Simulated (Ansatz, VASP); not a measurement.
# GaP: VASP beside Ansatz

One calculation is typed for both programs; each brings its own data sets and cutoff. How far apart do they land? The cell comes out of the VASP series on this material, whose earlier steps may have relaxed, scaled or displaced it; both programs get it as it stands.

Program: Ansatz 0.2.0. Level of theory: plane waves, with VASP 6.6.1 beside it; relaxation of cell and atoms at r2SCAN with rVV10. Results are calculated unless marked as measured.

### 1. The structure

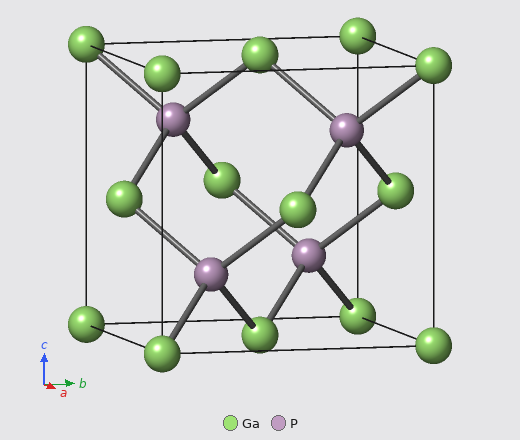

Start, viewed slightly off an axis; gallium green, phosphorus pink. This picture shows the conventional cell, with its axes. Bonds to atoms that aren't drawn are left out. Some periodic images of atoms are drawn too.

### 2. VASP: relaxation of cell and atoms, r2SCAN with rVV10

The relaxed volume is the usual yardstick between codes: its relative difference is about their pressure difference at one cell divided by the bulk modulus.

Lines of VASP's logs that name or quote its potential files are left out, and so is its time.

Input file INCAR:

```
SYSTEM = GaP
PREC = Accurate
ENCUT = 400
EDIFF = 1E-06
NELM = 100
ISMEAR = 0
SIGMA = 0.05
LREAL = .FALSE.
ALGO = Normal
METAGGA = R2SCAN
LUSE_VDW = .TRUE.
IVDW_NL = 2
BPARAM = 11.95
CPARAM = 0.0093
LASPH = .TRUE.
NBANDS = 15
LORBIT = 11
LWAVE = .FALSE.
LCHARG = .FALSE.
KPAR = 2
IBRION = 2
NSW = 60
ISIF = 3
EDIFFG = -0.01
```

Input file POSCAR:

```
GaP
1.0
    0.0000000000      2.7146945537      2.7146945537
    2.7146945537      0.0000000000      2.7146945537
    2.7146945537      2.7146945537      0.0000000000
Ga P
1 1
Direct
    0.0000000000      0.0000000000      0.0000000000
    0.2500000000      0.2500000000      0.2500000000
```

Input file KPOINTS:

```
Automatic mesh
0
Gamma
7 7 7
0 0 0
```

Potentials, in the order of the species: Ga_d and P (PBE family, release 64).

The run is started by

```sh
> mpirun -np 2 vasp_std
```

Numbers of over 12 decimals in the logs are rounded to 6 here.

What it wrote:

```text
[banner, memory and clock lines left out]
running    2 mpi-ranks, on    1 nodes
 distrk:  each k-point on    1 cores,    2 groups
 distr:  one band on    1 cores,    1 groups

 POSCAR found type information on POSCAR GaP
 POSCAR found :  2 types and       2 ions
|                                                                             |
|               ----> ADVICE to this user running VASP <----                  |
|                                                                             |
|     You have switched on vdW-DFT.                                           |
|     This routine was written and supplied by Jiri Klimes. We recommend      |
|     that you carefully read and cite the following publications:            |
|       J. Klimes, D.R. Bowler, A. Michelides                                 |
|          J. Phys.: Cond Matt. 22 022201 (2010)                              |
|       J. Klimes, D.R. Bowler, A. Michelides                                 |
|          Phys. Rev. B. 83, 195131 (2011)                                    |
|     and references therein.                                                 |
|                                                                             |

|                                                                             |
|               ----> ADVICE to this user running VASP <----                  |
|                                                                             |
|     You enforced a specific xc type in the INCAR file but a different       |
|     [... a line on the potential file left out ...]
|     I HOPE YOU KNOW WHAT YOU ARE DOING!                                     |
|                                                                             |

 LDA part: xc-table for (None), standard interpolation
 POSCAR, INCAR and KPOINTS ok, starting setup
 FFT: planning ... GRIDC
 FFT: planning ... GRID_SOFT
 FFT: planning ... GRID
 WAVECAR not read
 entering main loop
       N       E                     dE             d eps       ncg     rms          rms(c)
Total rVV10 correction in eV:      0.4882326    20.1367708
Total rVV10 correction in eV:      0.4882326    20.1367708
DAV:   1     0.581740552793E+02    0.58174E+02   -0.84390E+03   616   0.153E+03
DAV:   2    -0.178505340446E+02   -0.76025E+02   -0.73187E+02   677   0.282E+02
DAV:   3    -0.231410735264E+02   -0.52905E+01   -0.52715E+01   796   0.638E+01
DAV:   4    -0.232235214333E+02   -0.82448E-01   -0.82436E-01   716   0.868E+00
DAV:   5    -0.232248396318E+02   -0.13182E-02   -0.13181E-02   790   0.926E-01    0.490E+00
Total rVV10 correction in eV:      0.4950925    20.1367720
Total rVV10 correction in eV:      0.4950925    20.1367720
DAV:   6    -0.209512465818E+02    0.22736E+01   -0.60796E-01   780   0.156E+01    0.315E+00
Total rVV10 correction in eV:      0.5055751    20.1367720
Total rVV10 correction in eV:      0.5055751    20.1367720
DAV:   7    -0.209401545245E+02    0.11092E-01   -0.21471E-01   719   0.391E+00    0.168E+00
Total rVV10 correction in eV:      0.5094944    20.1367720
Total rVV10 correction in eV:      0.5094944    20.1367720
DAV:   8    -0.209438163587E+02   -0.36618E-02   -0.97911E-03   719   0.810E-01    0.717E-01
Total rVV10 correction in eV:      0.5113896    20.1367720
Total rVV10 correction in eV:      0.5113896    20.1367720
DAV:   9    -0.209438846996E+02   -0.68341E-04   -0.20259E-03   691   0.447E-01    0.749E-02
Total rVV10 correction in eV:      0.5113123    20.1367720
Total rVV10 correction in eV:      0.5113123    20.1367720
DAV:  10    -0.209438694457E+02    0.15254E-04   -0.14195E-04   769   0.924E-02    0.362E-02
Total rVV10 correction in eV:      0.5115755    20.1367720
Total rVV10 correction in eV:      0.5115755    20.1367720
DAV:  11    -0.209438637818E+02    0.56638E-05   -0.14297E-05   763   0.380E-02    0.518E-03
Total rVV10 correction in eV:      0.5116181    20.1367720
Total rVV10 correction in eV:      0.5116181    20.1367720
DAV:  12    -0.209438610919E+02    0.26899E-05   -0.14909E-06   578   0.107E-02    0.251E-03
Total rVV10 correction in eV:      0.5116218    20.1367720
Total rVV10 correction in eV:      0.5116218    20.1367720
DAV:  13    -0.209438613736E+02   -0.28166E-06   -0.27564E-07   419   0.759E-03
Total rVV10 correction in eV:      0.5116186    20.1367720
Total rVV10 correction in eV:      0.5116186    20.1367720
Total rVV10 correction in eV:      0.5116218    20.1367720
Total rVV10 correction in eV:      0.5116218    20.1367720
   1 F= -.20943861E+02 E0= -.20943861E+02  d E =-.209439E+02
 curvature:   0.00 expect dE= 0.000E+00 dE for cont linesearch  0.000E+00
 trial: gam= 0.00000 g(F)=  0.236E-45 g(S)=  0.133E-04 ort = 0.000E+00 (trialstep = 0.100E+01)
 search vector abs. value=  0.133E-04
 reached required accuracy - stopping structural energy minimisation
```

OUTCAR, selected parts (step 2):

```text
ion  position               nearest neighbor table
   1  0.000  0.000  0.000-   2 2.35   2 2.35   2 2.35   2 2.35
   2  0.250  0.250  0.250-   1 2.35   1 2.35   1 2.35   1 2.35

  LATTYP: Found a face centered cubic cell.
 ALAT       =     5.4293891074

 Subroutine GETGRP returns: Found 24 space group operations
 (whereof 24 operations were pure point group operations)

The static configuration has the point symmetry T_d .

 Found     20 irreducible k-points:

   k-points           NKPTS =     20   k-points in BZ     NKDIM =     20   number of bands    NBANDS=     15

   dimension x,y,z NGX =    28 NGY =   28 NGZ =   28
   dimension x,y,z NGXF=    56 NGYF=   56 NGZF=   56

   ENCUT  =  400.0 eV  29.40 Ry    5.42 a.u.   6.26  6.26  6.26*2*pi/ulx,y,z

   NELECT =      18.0000    total number of electrons

 k-points in reciprocal lattice and weights: Automatic mesh
   0.00000000  0.00000000  0.00000000       0.003
   0.14285714  0.00000000  0.00000000       0.023
   0.28571429  0.00000000  0.00000000       0.023
   0.42857143  0.00000000  0.00000000       0.023
   0.14285714  0.14285714  0.00000000       0.017
   0.28571429  0.14285714  0.00000000       0.070
   0.42857143  0.14285714  0.00000000       0.070
  -0.42857143  0.14285714  0.00000000       0.070
  -0.28571429  0.14285714  0.00000000       0.070
[...]
-0.42857143  0.42857143  0.14285714       0.070
  -0.28571429  0.42857143  0.14285714       0.070

 average (electrostatic) potential at core
       1 -70.0616       2 -86.3543

 E-fermi :   4.8263

 k-point     1 :       0.0000    0.0000    0.0000
  band No.  band energies     occupation
    ...
      5     -10.3005      2.00000
      6      -8.5467      2.00000
      7       4.5767      2.00000
      8       4.5767      2.00000
      9       4.5767      2.00000
     10       7.0044      0.00000
     11       8.7493      0.00000
     12       8.7494      0.00000
     13       8.7494      0.00000
     14      14.0045      0.00000
    ...

 k-point     2 :       0.1429    0.0000    0.0000
  band No.  band energies     occupation
    ...
      5     -10.3005      2.00000
      6      -8.2637      2.00000
      7       2.6027      2.00000
      8       4.2707      2.00000
      9       4.2707      2.00000
     10       7.4918      0.00000
     11       9.2130      0.00000
     12       9.2130      0.00000
     13       9.7042      0.00000
     14      14.1076      0.00000
    ...

 k-point     3 :       0.2857    0.0000    0.0000
  band No.  band energies     occupation
    ...
      5     -10.2985      2.00000
      6      -7.4836      2.00000
      7      -0.0612      2.00000
      8       3.7524      2.00000
      9       3.7525      2.00000
     10       7.0131      0.00000
     11       9.7118      0.00000
     12       9.7119      0.00000
     13      12.0867      0.00000
     14      14.2595      0.00000
    ...

  Total        0.0135559      0.0135559      0.0135559      0.0000000      0.0000000     -0.0000000
  in kB        0.5428071      0.5428071      0.5428071      0.0000000      0.0000000     -0.0000000
  external PRESSURE =       0.5428071 kB  Pullay stress =       0.0000000 kB

  energy-cutoff  :      400.00
  volume of cell :       40.01
      direct lattice vectors                 reciprocal lattice vectors
     0.000000000  2.714694554  2.714694554    -0.184182784  0.184182784  0.184182784
     2.714694554  0.000000000  2.714694554     0.184182784 -0.184182784  0.184182784
     2.714694554  2.714694554  0.000000000     0.184182784  0.184182784 -0.184182784

 POSITION                                       TOTAL-FORCE (eV/Angst)
 -----------------------------------------------------------------------------------
      0.00000      0.00000      0.00000        -0.000000     -0.000000      0.000000
      1.35735      1.35735      1.35735         0.000000      0.000000     -0.000000
 -----------------------------------------------------------------------------------
    total drift:                               -0.000002     -0.000002     -0.000002

  FREE ENERGIE OF THE ION-ELECTRON SYSTEM (eV)
  ---------------------------------------------------
  free  energy   TOTEN  =       -20.9438613736 eV

  energy  without entropy=      -20.9438613736  energy(sigma->0) =      -20.94386137

 reached required accuracy - stopping structural energy minimisation

 total charge
# of ion       s       p       d       tot
------------------------------------------
    1        0.831   0.859  10.020  11.710
    2        1.007   1.545   0.000   2.553
--------------------------------------------------
tot          1.838   2.405  10.020  14.263

[... 3 further parts left out ...]
```

CONTCAR:

```
GaP
   1.00000000000000
     0.0000000000000000    2.7146945536999998    2.7146945536999998
     2.7146945536999998    0.0000000000000000    2.7146945536999998
     2.7146945536999998    2.7146945536999998    0.0000000000000000
  Ga              P
     1     1
Direct
     0.0000000000000000    0.0000000000000000    0.0000000000000000
     0.2500000000000000    0.2500000000000000    0.2500000000000000
```

### 3. Ansatz: relaxation of cell and atoms, r2SCAN with rVV10

Ansatz runs on its default PAW (the set named soft_2) files.

The same cell, functional, mesh and smearing now go to Ansatz, which takes its cutoff from its data sets.

Input file input.yaml:

```yaml
crystal:
  lattice:
    - [0.0, 2.7146945537, 2.7146945537]
    - [2.7146945537, 0.0, 2.7146945537]
    - [2.7146945537, 2.7146945537, 0.0]
  atoms:
    - { symbol: Ga, position: [0.0, 0.0, 0.0] }
    - { symbol: P, position: [0.25, 0.25, 0.25] }
hamiltonian:
  xc: r2scan
  pseudopotentials: { kind: paw }
  dispersion: rvv10
kpoints:
  mp_grid: { grid: [7, 7, 7] }
scf:
  occupations: { method: gaussian, width: 0.05 }
relax:
  f_tol: 0.01
  max_steps: 60
  cell: { stress_tol: 0.05 }
output:
  forces: true
  stress: true
```

The run is started by

```sh
> ansatz run input.yaml --threads 4 --pin off --max-ram 9216MiB --backend cpu --events-out ev --progress --plain --runs-dir out
```

What it wrote:

```text
Engine: ansatz 0.2.0, aarch64-unknown-linux-gnu
Pseudopotentials: kind: paw
Pseudopotential: Ga, paw, valence charge 13, recommended cutoff 500 eV (meta_gga), Ga.paw.azcp
Pseudopotential: P, paw, valence charge 5, recommended cutoff 500 eV (meta_gga), P.paw.azcp
Functional definition: r2SCAN+rVV10
  parameter k0 = 0.174
  parameter k1 = 0.065
  parameter a1 = 4.9479
  exchange = r2scan_x(k0 = k0, k1 = k1, a1 = a1)
  correlation = r2scan_c + rvv10(11.95, 0.0093)
Crystal: 2 atoms, lattice volume = 40.012 Å³
Basis set: ecut = 500 eV, 965 PW (Γ), exchange–correlation on 128×128×128 points (64 copies of the dense FFT grid, shifted against one another)
Bands: 13, of which v1, the nominal top of the filled ones, is band 9 counted from 1 (8 counted from 0)
Symmetry: 24 space group operations
Space group: F-43m (ITA 216), of the structure as read, at distance tolerance 3.4e-5 Å
k-points: 20 of 343 (time reversal used)
Non-local potential: Ga, projectors of the file, l = 0: 2, l = 1: 2, l = 2: 3, l = 3: 1
Non-local potential: P, projectors of the file, l = 0: 2, l = 1: 2, l = 2: 2
PAW form: soft (Blöchl's): semilocal exchange-correlation on the pseudo side does not see the compensation charge
rVV10 density: all electrons in the spheres
PAW frozen core: Ga, regenerated for the run's functional (the file was generated under x = pbe(κ = 0.804, μ = 0.219515), c = pbe(β = 0.066725))
PAW frozen core: P, regenerated for the run's functional (the file was generated under x = pbe(κ = 0.804, μ = 0.219515), c = pbe(β = 0.066725))
PAW one-centre angular grid: Ga, 590 points (default); XC on 160 Gauss nodes
PAW one-centre angular grid: P, 302 points (default); XC on 160 Gauss nodes
Initial density: superposition of atomic densities (neutral atoms: chi_scale 0, normalization atom), corrected by the library's trained network
Initial wavefunctions: pseudopotential atomic-orbital guess
Functional: x = r2scan, c = r2scan + rvv10(b = 11.95, C = 0.0093); τ floored in thin density (d = 2e-4 eV/Å³)
SCF iter   1: F=—  HF=-4548.786907 eV  |F-HF|=—  |Δ(HF+E_count)|=         —  Δρ=8.65e-3  dr2=1.96e-2  dr2_τ=7.52e-3  ethr=1.77e-3  ⟨swp⟩=6.0  Hψ=1708  notcnv=0
preconditioner: auto → none  [insulator: Δε(μ)=1.698 eV  Ē_g=16.405 eV  σ=0.050 eV  W_gap=1.00  n_scr=14 (ndim 8)  ℏωp=24.9 eV  f_vac=0.011  D(μ)=0.00/eV (n_scr^D=0)  ε∞_Penn≈3.3]
SCF iter   2: F=—  HF=-4548.797654 eV  |F-HF|=—  |Δ(HF+E_count)|=   1.07e-2  Δρ=2.35e-3  dr2=3.19e-3  dr2_τ=1.03e-4  ethr=1.09e-4  ⟨swp⟩=2.6  Hψ=706  notcnv=0
SCF iter   3: F=—  HF=-4548.796124 eV  |F-HF|=—  |Δ(HF+E_count)|=   1.53e-3  Δρ=1.72e-3  dr2=5.23e-4  dr2_τ=7.85e-6  ethr=1.77e-5  ⟨swp⟩=2.0  Hψ=520  notcnv=0
SCF iter   4: F=—  HF=-4548.796324 eV  |F-HF|=—  |Δ(HF+E_count)|=   2.00e-4  Δρ=2.16e-4  dr2=3.35e-5  dr2_τ=6.56e-7  ethr=2.91e-6  ⟨swp⟩=2.7  Hψ=448  notcnv=0
SCF iter   5: F=—  HF=-4548.796312 eV  |F-HF|=—  |Δ(HF+E_count)|=   1.22e-5  Δρ=7.51e-5  dr2=1.76e-6  dr2_τ=2.33e-8  ethr=1.86e-7  ⟨swp⟩=2.0  Hψ=326  notcnv=0
SCF iter   6: F=-4548.796312 eV  HF=-4548.796312 eV  |F-HF|=6.43e-8  |Δ(HF+E_count)|=   4.59e-7  Δρ=8.40e-6  dr2=2.63e-8  dr2_τ=2.65e-9  ethr=5.56e-10  ⟨swp⟩=4.0  Hψ=1192  notcnv=0
SCF 1 converged in 6 iterations: F = -4548.796312 eV  dr2 = 2.63e-8
  greatest PAW one-centre occupation: 0.993 electrons in one spin orbital (limit 2), on the Ga atom at site 0 (counted from 0), in its partial waves of l = 2
relax step   1: F+E_penalty+E_count = -4548.79631165 eV  Δ(F+E_penalty+E_count) = +0.000e0 eV  max|allowed force component| = 2.220e-16 eV/Å  Δτ_max = 0.0000 Å  P = +0.342 GPa  Ω = 40.012 Å³  (6 SCF iters, dr2 threshold 1.00e-7 eV, accepted)
[...]
relax step   2: F+E_penalty+E_count = -4548.79643026 eV  Δ(F+E_penalty+E_count) = -1.186e-4 eV  max|allowed force component| = 7.055e-17 eV/Å  Δτ_max = 0.0000 Å  P = +0.090 GPa  Ω = 40.123 Å³  energy of the carried Pulay correction = -3.047e-5 eV  (4 SCF iters, dr2 threshold 2.00e-7 eV, accepted)
[...]
relax step   3: F+E_penalty+E_count = -4548.79643065 eV  Δ(F+E_penalty+E_count) = -3.951e-7 eV  max|allowed force component| = 5.782e-17 eV/Å  Δτ_max = 0.0000 Å  P = +0.001 GPa  Ω = 40.162 Å³  energy of the carried Pulay correction = -4.138e-5 eV  (4 SCF iters, dr2 threshold 2.03e-8 eV, accepted)
[...]
relax step   4: F+E_penalty+E_count = -4548.79647905 eV  Δ(F+E_penalty+E_count) = -4.840e-5 eV  max|allowed force component| = 7.864e-17 eV/Å  Δτ_max = 0.0000 Å  P = +0.002 GPa  Ω = 40.162 Å³  stress off target by 1.53e-3 GPa  SCF on the basis re-selected at this cell (its energy is not comparable with the rows above)  (5 SCF iters)
basis re-selected at this cell: Δ(F+E_penalty+E_count) = -4.840e-5 eV, ΔP = +0.001 GPa vs the last step (what re-selecting the basis moved, of the pressure what is left beyond the Pulay correction that the steps carried, after the strain that the cell walked since its last selection, with what the two solves' SCF thresholds leave and, on support functions, any second-order correction that the steps lacked; it is no m [...]
SCF converged after 5 iterations
Free energy (F): -4548.796479 eV
Harris-Foulkes:  -4548.796479 eV  (|F-HF|=3.64e-12)
Internal energy: -4548.796479 eV  (E = F + TS)
E sigma→0 (E₀):  -4548.796479 eV
Fermi energy:    7.884913 eV
--- Per-component energies (eV) ---
  E_band       = -66.187161
  E_kinetic    = 185.610487
  E_local      = -2196.851284  (includes V_loc(G=0)·N_el)
  E_nonlocal   = 460.337658
  E_hartree    = 1018.067398
  E_xc         = -119.390169
  E_vxc        = -124.590739  (∫ρ·V_xc dr)
  E_paw        = -2579.722281  (= ΣΔE_a)
  E_vpaw       = -432.845058  (= ΣTr[D̂ρ^β])
  E_aug_tail   = -0.000013  (compensation charges beyond the density's cutoff)
  E_vtau       = 6.016966  (kinetic-family band-sum trace: ∫τ·v_τ [+ j·A + Jᵃ·Aᵃ] dr)
  E_ewald      = -1316.104363
  E_core_change = -0.743912  (= ΣΔE_core)
  E_smearing   = -0.000000  (= −TS)
  E_closure    = 0.000000  (closes the sum)
  Σ components = -4548.796479   (vs F -4548.796479, Δ=0.00e0)
--- Forces (eV/Å), atoms counted from 1 ---
  atom   1  Ga     0.00000000    -0.00000000    -0.00000000
  atom   2  P     -0.00000000     0.00000000     0.00000000
  max |Σ_I F_I| component: 4.63e-17 eV/Å
--- Stress (GPa, compression-positive) ---
        0.001533       0.000000       0.000000
        0.000000       0.001533       0.000000
        0.000000       0.000000       0.001533
  P = ⅓ Tr σ = 0.0015 GPa (0.015 kbar)
--- Relaxed structure (3 steps of the walk, 3 accepted, 1 SCFs on fresh bases) ---
  F+E_penalty+E_count = -4548.79647905 eV   max|allowed force component| = 7.864e-17 eV/Å   (the final SCF, on the basis selected at the relaxed cell)
  cell:  # Å, volume = 40.1624 Å³
    - [0, 2.718087, 2.718087]
    - [2.718087, 0, 2.718087]
    - [2.718087, 2.718087, 0]
  atoms:
    - { symbol: Ga, position: [0, 0, 0] }
    - { symbol: P, position: [0.250000, 0.250000, 0.250000] }
```

Run time: 4.8 s. Hardware: 4 threads of Arm Neoverse V1, shared host; peak memory 0.48 GiB.

### 4. Side by side

Known differences besides the PAW data sets themselves: VASP keeps PBE cores, Ansatz makes them for the functional; both relaxations stop at a tolerance, which leaves soft axes loose, and VASP keeps its plane-wave basis; the cutoff is 500 eV in Ansatz and 400 eV in VASP; Ansatz adds a Pulay correction to the stress that steers its cell, VASP none. Total energies have different zeros and are not compared.

The two programs side by side:

```tsv
quantity	Ansatz	VASP	difference
volume (Å³)	40.16	40.01	+0.38 %
edge a after relaxation, in the typed setting (Å)	3.844	3.839	+0.13 %
```

The walks stopped with 0.00 GPa left in Ansatz and 0.05 GPa in VASP; each walk ends within a tolerance, so the volume difference is uncertain by about these residues over the bulk modulus, most in soft cells.

### 5. What came out

- difference in volume (relaxation of cell and atoms, r2SCAN with rVV10): 0.38 %

In words: The difference in volume is 0.38 % (relaxation of cell and atoms, r2SCAN with rVV10), within the 1.2 % picked in this series as the mark of a large difference, as far as the stopping tolerances let one tell. How closely two codes agree says nothing of how well the functional describes the real material.

[Lines on the potential files, build, host, timing and source positions are cut from VASP's logs without a mark.]

[Logs are printed without paths, hosts, clocks, repeated set-up lines and the standing remarks that a program may print on its own settings, such as how far it seeks lower states.]

[Hosts, paths, dates, database ids (printed as entryN), source tags and the programs' standing remarks are cut or masked in the printed files.]
